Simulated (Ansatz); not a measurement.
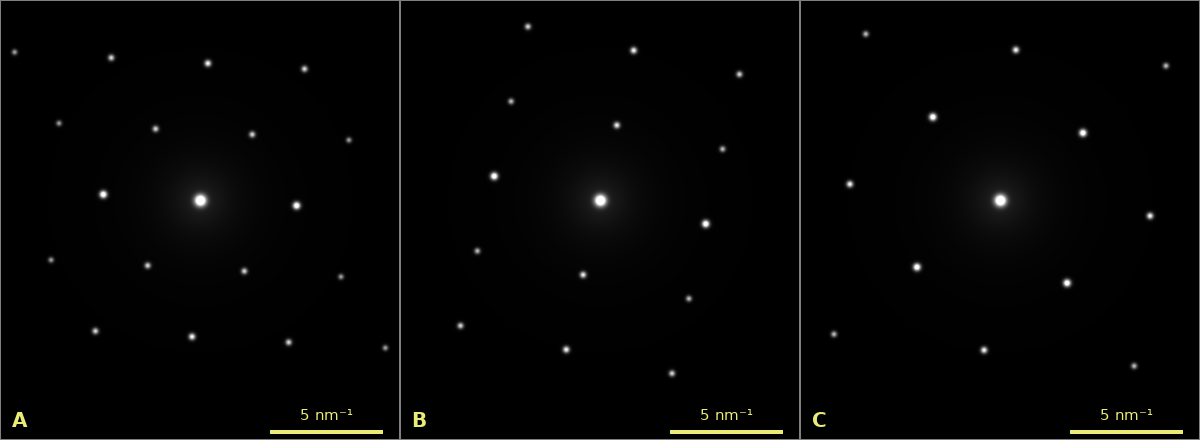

Kinematic electron diffraction patterns (300 kV, B = 0.5 Å², same scale, each along a low-index zone) of three structures of composition GaB, each relaxed at zero pressure with Ansatz 0.2.0, DFT PBE, scalar-relativistic, plane waves, PAW.

The structures (standard cells):
1. Pm-3m (No. 221), a = 2.899 Å, 2 atoms; generated start, possibly hypothetical
2. Fd-3m (No. 227), a = 5.889 Å, 16 atoms; generated start, possibly hypothetical
3. Fm-3m (No. 225), a = 4.591 Å, 8 atoms; generated start, possibly hypothetical

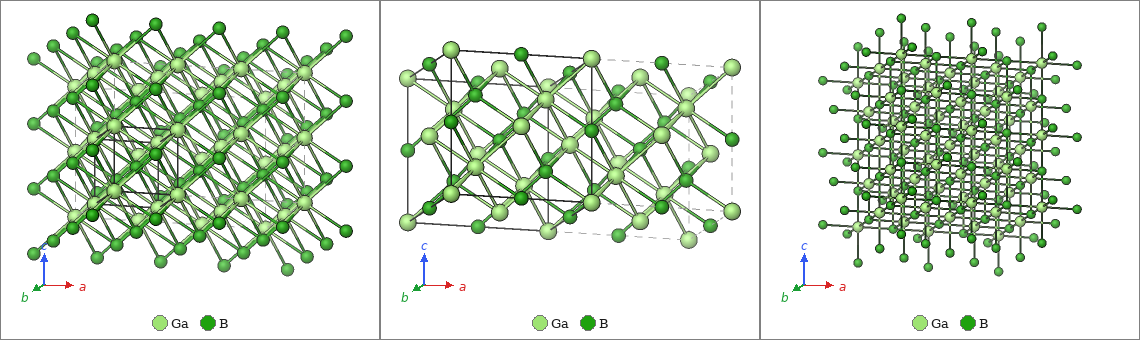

Drawings of the structures 1 to 3, from left to right (each may span several cells).

Which pattern belongs to which structure, and along which zone?

A is structure 3 along [110] or an equivalent direction: centred rectangular net of -1 1 -1 at d = 2.65 Å and -1 1 1 at d = 2.65 Å, 70.5° apart. B is structure 1 along [110] or an equivalent direction: rectangular net of 0 0 1 at d = 2.90 Å and 1 -1 0 at d = 2.05 Å, 90.0° apart. C is structure 2 along [001] or an equivalent direction: square net of 2 -2 0 at d = 2.08 Å and 2 2 0 at d = 2.08 Å, 90.0° apart (some points of this net are extinct or too weak to see).

Rank the structures by their computed energy.

Structure 3 (Fm-3m, 12.10 Å³ an atom) is the lowest of these; structure 1 (Pm-3m, 12.18 Å³ an atom) lies about 350 meV an atom higher; structure 2 (Fd-3m, 12.77 Å³ an atom) lies about 540 meV an atom higher. These are static energies at 0 K; other structures, not shown, may lie lower still.
